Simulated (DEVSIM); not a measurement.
System: GaP p-n junction from an implanted or diffused profile, at 400 K.

| layer (left to right) | material | thickness (μm) | Nd (cm⁻³) | τn (s) | τp (s) |
|---|---|---|---|---|---|
| 1 | GaP | 63.0 | 8.4e14 | 5.6e-7 | 5.6e-7 |

Added acceptor profile: 2.6e16 cm⁻³ × exp(−(x − 0.03 μm)²/(2·(0.047 μm)²)). Left contact: ohmic. Right contact: ohmic. Voltage is applied to the left contact. Recombination: SRH at mid-gap, radiative, Auger. Mobility is constant in doping.

The device is made up for the run: typed textbook-type constants, with dimensions and the other settings drawn at random. Values at 300 K; Nc and Nv go as T^1.5, mobilities as T to minus their exponent, the gap by Varshni's rule with the affinity fixed.

```
parameter             GaP
----------------  -------
gap (eV)             2.26
affinity (eV)         3.8
permittivity         11.1
Nc (cm⁻³)          1.8e19
Nv (cm⁻³)          1.9e19
μn (cm²/Vs)           250
μp (cm²/Vs)           150
T exponent of μn      1.6
T exponent of μp     1.98
B (cm³/s)           1e-13
Cn (cm⁶/s)          1e-30
Cp (cm⁶/s)          1e-30
Varshni α (eV/K)  0.00058
Varshni β (K)         372
```

Model (solved in DEVSIM): 1D drift-diffusion, Boltzmann statistics, complete ionisation; no tunnelling, impact ionisation, image-force lowering or self-heating.

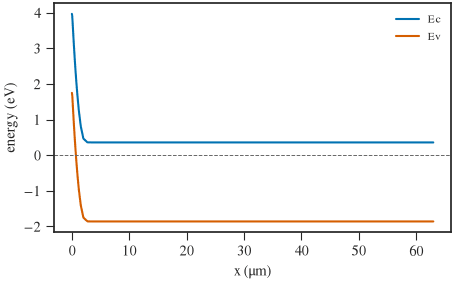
Figure: Band edges at -2.0 V on the left contact

Energies count from the Fermi level of the right contact; mesh points crowd at the junctions.

| x (μm) | Ec (eV) | Ev (eV) | n (cm⁻³) | p (cm⁻³) | field (V/cm) |
|---|---|---|---|---|---|
| 0.000 | 3.967 | 1.749 | < 1e2 | 2.0e16 | -6400 |
| 0.02298 | 3.950 | 1.733 | < 1e2 | 1.3e16 | -8800 |
| 0.05068 | 3.916 | 1.699 | < 1e2 | 4.7e15 | -16000 |
| 0.08406 | 3.847 | 1.630 | < 1e2 | 6.3e14 | -25000 |
| 0.1362 | 3.702 | 1.484 | < 1e2 | 9.3e12 | -30000 |
| 0.1748 | 3.588 | 1.370 | < 1e2 | 3.4e11 | -30000 |
| 0.2142 | 3.472 | 1.254 | < 1e2 | 1.2e10 | -29000 |
| 0.2731 | 3.303 | 1.086 | < 1e2 | 8.9e7 | -28000 |
| 0.3779 | 3.015 | 0.798 | < 1e2 | 21000 | -27000 |
| 0.6261 | 2.392 | 0.175 | < 1e2 | < 1e2 | -23000 |
| 1.214 | 1.253 | -0.965 | 4600 | < 1e2 | -15000 |
| 3.546 | 0.359 | -1.859 | 8.4e14 | < 1e2 | ≈ 0 |
| 8.134 | 0.359 | -1.859 | 8.4e14 | < 1e2 | ≈ 0 |
| 19.01 | 0.359 | -1.859 | 8.4e14 | < 1e2 | ≈ 0 |
| 45.93 | 0.359 | -1.859 | 8.4e14 | < 1e2 | ≈ 0 |
| 55.77 | 0.359 | -1.859 | 8.4e14 | < 1e2 | ≈ 0 |
| 59.94 | 0.359 | -1.859 | 8.4e14 | < 1e2 | ≈ 0 |
| 61.72 | 0.359 | -1.859 | 8.4e14 | < 1e2 | ≈ 0 |
| 62.62 | 0.359 | -1.859 | 8.4e14 | < 1e2 | ≈ 0 |
| 62.85 | 0.359 | -1.859 | 8.4e14 | < 1e2 | ≈ 0 |
| 62.95 | 0.359 | -1.859 | 8.4e14 | < 1e2 | ≈ 0 |
| 63.00 | 0.359 | -1.859 | 8.4e14 | < 1e2 | ≈ 0 |
